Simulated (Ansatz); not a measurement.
# A hypothetical structure for Li2SnP2, part 2 of 2

This structure for Li2SnP2 is made up. Its elements were placed in a known structure type with a cell scaled to their sizes. What cell does the guess relax to, and how far off was it?

Ansatz 0.2.0; DFT, PBEsol, plane-wave PAW, files of the set soft_1, scalar-relativistic, no spin, cell and ions relaxed at zero pressure; PAW set soft_1 (the session's first sound run).

So far: Set-up; Relaxation of the guess. The relaxed cell has a = 3.897, c = 6.653 Å (conventional setting).

### 3. Electronic structure of the relaxed cell

With the geometry fixed, one more self-consistent run, with a narrower smearing and the mesh shown in its input, gives the bands, and its pressure, and its forces where symmetry allows any, show how far the geometry depends on these settings.

This step: DFT, PBEsol, plane-wave PAW, files of the set soft_1, scalar-relativistic, no spin, bands and density of states at the relaxed cell; PAW set soft_1 (Ansatz 0.2.0).

Input file input.yaml:

```yaml
crystal:
  lattice:
    - [3.8971276073, 0.0, 0.0]
    - [-1.9485638037, 3.3750115097, 0.0]
    - [0.0, 0.0, 6.6528483002]
  atoms:
    - { symbol: Sn, position: [0.0, 0.0, 0.0] }
    - { symbol: P, position: [0.3333333333, 0.6666666667, 0.2272816017] }
    - { symbol: P, position: [0.6666666667, 0.3333333333, 0.7727183983] }
    - { symbol: Li, position: [0.3333333333, 0.6666666667, 0.615189716] }
    - { symbol: Li, position: [0.6666666667, 0.3333333333, 0.384810284] }
kpoints:
  mp_grid: { grid: [10, 10, 6] }
  band_path:
    path:
      - [[0.0, 0.0, 0.0], [0.5, 0.0, 0.0], [0.33333333, 0.33333333, 0.0], [0.0, 0.0, 0.0], [0.0, 0.0, 0.5], [0.5, 0.0, 0.5], [0.33333333, 0.33333333, 0.5], [0.0, 0.0, 0.5]]
      - [[0.5, 0.0, 0.5], [0.5, 0.0, 0.0]]
      - [[0.33333333, 0.33333333, 0.0], [0.33333333, 0.33333333, 0.5]]
    npoints: 8
scf:
  occupations: { method: fermi_dirac, width: 0.03 }
  n_extra_bands: 9
hamiltonian:
  xc: pbesol
  pseudopotentials: { kind: paw, azcp: { folder: soft_1 }, xc_functional: pbe }
output:
  forces: true
  stress: true
  write_bands: true
  dos: { projected: true }
  write_density: true
  write_potential: true
  elf: true
  volumetric_format: npy
```

Run with:

```sh
ansatz run input.yaml --threads 4 --pin off --max-ram 8192MiB --backend cpu --events-out ev --progress --plain --runs-dir out
```

Numbers of over 12 decimals in the logs are rounded to 6 here.

Log:

```text
[...]
Crystal: 5 atoms, lattice volume = 87.504 Å³
Basis set: ecut = 420 eV, 1715 PW (Γ), exchange–correlation on 54×54×90 points (8 copies of the dense FFT grid, shifted against one another)
Bands: 24, of which v1, the nominal top of the filled ones, is band 15 counted from 1 (14 counted from 0)
Symmetry: 12 space group operations
[...]
k-points: 72 of 600
[...]
SCF iter   1: F=—  HF=-7839.044542 eV  |F-HF|=—  |Δ(HF+E_count)|=         —  Δρ=4.04e-2  dr2=6.71e0  ethr=3.10e-3  ⟨swp⟩=7.6  Hψ=10778  notcnv=0
[...]
SCF iter   9: F=-7837.484575 eV  HF=-7837.484575 eV  |F-HF|=4.47e-10  |Δ(HF+E_count)|=   1.15e-8  Δρ=2.82e-6  dr2=1.47e-8  ethr=3.33e-10  ⟨swp⟩=19.0  Hψ=14517  notcnv=0
SCF 1 converged in 9 iterations: F = -7837.484575 eV  dr2 = 1.47e-8
[...]
NSCF: frozen V_eff on 75 k-points
SCF converged after 9 iterations
Free energy (F): -7837.484575 eV
[...]
Internal energy: -7837.482150 eV  (E = F + TS)
E sigma→0 (E₀):  -7837.483363 eV
Entropy (-TS):   -0.002425 eV (-0.485 meV/atom)
Fermi energy:    6.904927 eV
[...]
--- Forces (eV/Å), atoms counted from 1 ---
  atom   1  Sn     0.00000000     0.00000000     0.00000000
  atom   2  P      0.00000000     0.00000000    -0.04085860
  atom   3  P      0.00000000    -0.00000000     0.04085860
  atom   4  Li     0.00000000    -0.00000000     0.00854923
  atom   5  Li    -0.00000000     0.00000000    -0.00854923
  max |Σ_I F_I| component: 5.32e-17 eV/Å
--- Stress (GPa, compression-positive) ---
        0.089855       0.000000       0.000000
        0.000000       0.089855       0.000000
        0.000000       0.000000      -0.144653
  P = ⅓ Tr σ = 0.0117 GPa (0.117 kbar)
--- Band table (eV; the first three rows and the last of 72) ---
  k-point 0: bands = [... 11 lower, 6.3674, 6.4885, 6.5612, 6.5612, 7.7297, 9.3786, 10.1879, 10.1879, ... 5 higher]
  k-point 1: bands = [... 11 lower, 6.3205, 6.3205, 6.6364, 6.6364, 8.2241, 9.3437, 10.0466, 10.0466, ... 5 higher]
  k-point 2: bands = [... 11 lower, 6.2659, 6.2659, 6.7510, 6.7510, 8.7546, 9.2791, 9.7972, 9.7972, ... 5 higher]
  k-point 71: bands = [... 11 lower, 2.8840, 3.2341, 5.9397, 5.9595, 8.3426, 9.8386, 10.4899, 10.5013, ... 5 higher]
```

Wall time 3.8 s (4 threads of Arm Neoverse V2, shared host); peak memory 0.45 GiB; 14 s of CPU time.

Numbers from this step:

```yaml
free_energy: -7837.4846 eV
energy_at_zero_smearing: -7837.4834 eV
smearing_term_ts: 0.002425 eV
fermi_energy: 6.905 eV
pressure: 0.01169 GPa
```

From bands.tsv, the bands that come nearest the Fermi level along the path, at its corners, in eV from the Fermi level:

```tsv
point	band 12	band 13	band 14	band 15	band 16	band 17	band 18	band 19
Γ	-0.54	-0.42	-0.34	-0.34	0.82	2.47	3.28	3.28
M	-2.88	-2.70	-1.82	-0.41	0.25	3.03	3.32	3.42
K	-3.88	-3.53	-1.58	-1.58	-0.36	5.28	5.47	5.47
Γ	-0.54	-0.42	-0.34	-0.34	0.82	2.47	3.28	3.28
A	-0.66	-0.66	-0.10	-0.10	2.04	2.34	2.78	2.78
L	-2.50	-2.20	-1.27	-0.96	0.09	2.08	3.48	3.57
H	-4.10	-4.00	-0.92	-0.92	1.45	2.96	3.50	3.50
A	-0.66	-0.66	-0.10	-0.10	2.04	2.34	2.78	2.78
L	-2.50	-2.20	-1.27	-0.96	0.09	2.08	3.48	3.57
M	-2.88	-2.70	-1.82	-0.41	0.25	3.03	3.32	3.42
K	-3.88	-3.53	-1.58	-1.58	-0.36	5.28	5.47	5.47
H	-4.10	-4.00	-0.92	-0.92	1.45	2.96	3.50	3.50
```

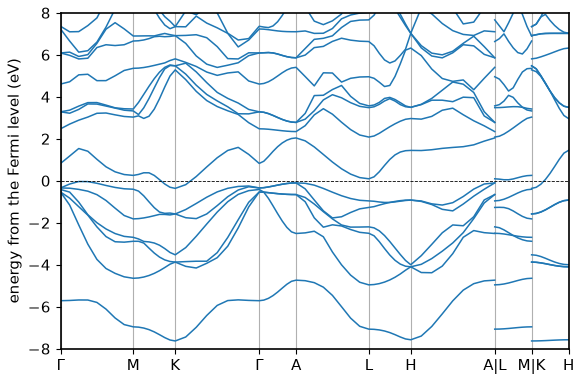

Bands along the path. 9 bands lie wholly below the window drawn.

Counts of states for the cell as run, both spins, by energy window (eV from the Fermi level): Near the top, bands beyond those computed are missing, so counts there can be too low.

```csv
from,to,total
-8,-7,0.47
-7,-6,0.86
-6,-5,0.64
-5,-4,1.27
-4,-3,1.60
-3,-2,2.26
-2,-1,2.70
-1,0,2.21
0,1,1.15
1,2,0.83
2,3,0.71
3,4,3.48
4,5,2.60
5,6,2.03
```

Below -8 eV lie 18.0 more states.

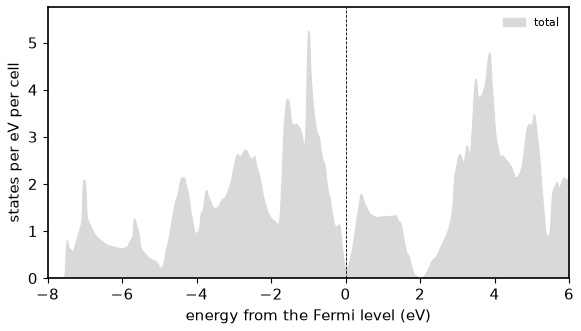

Total density of states, smoothed over about 0.04 eV.

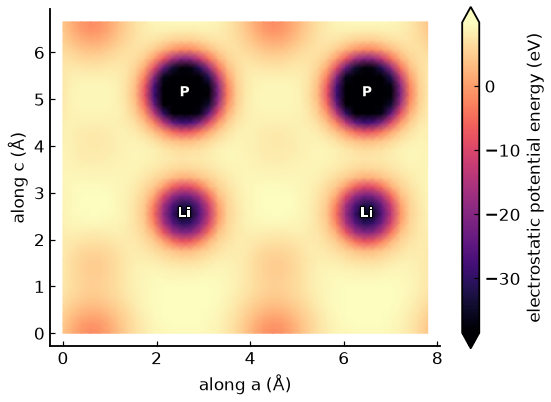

Electrostatic potential energy in the ac plane at fractional y = 0.333, with atoms of P and Li within 0.2 Å of it. With pseudopotentials it is smooth inside the atoms' cores, unlike the true potential.

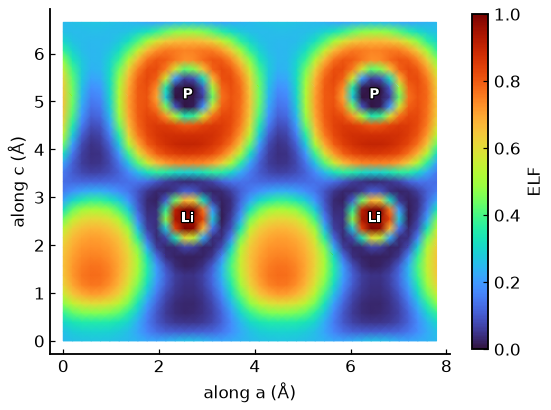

ELF in the ac plane at fractional y = 0.333, with atoms of P and Li within 0.2 Å of it. It is the smooth field of the valence electrons, not physical close to the nuclei.

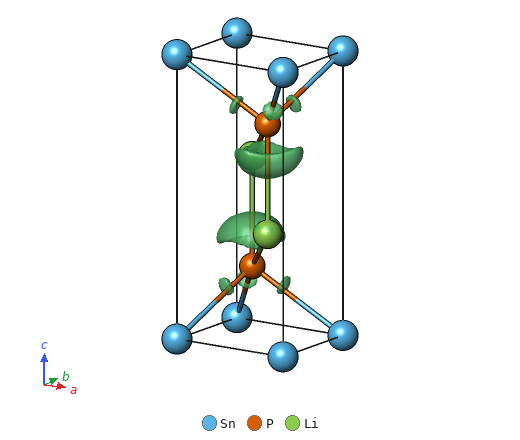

Surface of ELF = 0.85. Bonds to atoms that aren't drawn are left out.

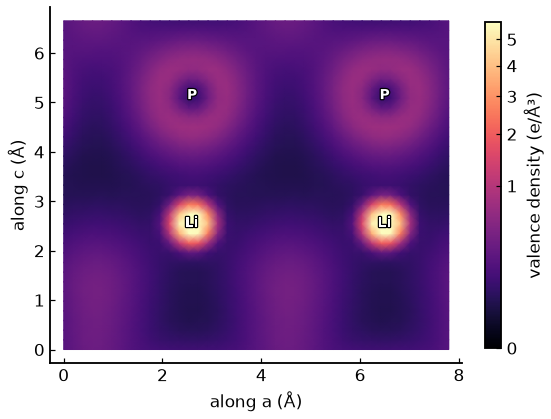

Valence density in the ac plane at fractional y = 0.333, with atoms of P and Li within 0.2 Å of it. It is the smooth field of the valence electrons, not physical close to the nuclei. The colour scale is stretched toward low values.

### 4. What came out

```
space group, relaxed : P-3m1
conventional cell    : a = 3.897, b = 3.897, c = 6.653 Å; α = 90.0°, β = 90.0°, γ = 120.0°
volume per atom      : 17.50 Å³ (guess 18.69)
```

What this shows: Li2SnP2 relaxes to P-3m1 with a = 3.897, b = 3.897 and c = 6.653 Å. The guessed volume was 7 % too large. The space group P-3m1 was held in the relaxation, so the end point is a stationary structure within it and may be a saddle against distortions or other arrangements. Bands cross the Fermi level, so it is a metal or semimetal at this level. Semilocal functionals can close a small real gap, so this isn't settled for compounds with anions. On the 10×10×6 mesh with the narrower smearing (relaxed on 8×8×4) the largest force component is 0.041 eV/Å and the largest stress component is 0.145 GPa, against the relaxation's thresholds of 0.015 eV/Å and 0.05 GPa. The cutoff wasn't tested. No dispersion term is used, so weakly bound directions may come out too long. Nothing here tests whether the compound is stable against decomposition.

[Logs are printed without paths, hosts, clocks, repeated set-up lines and the standing remarks that a program may print on its own settings, such as how far it seeks lower states.]

[Hosts, paths, dates, database ids (printed as entryN), source tags and the programs' standing remarks are cut or masked in the printed files.]
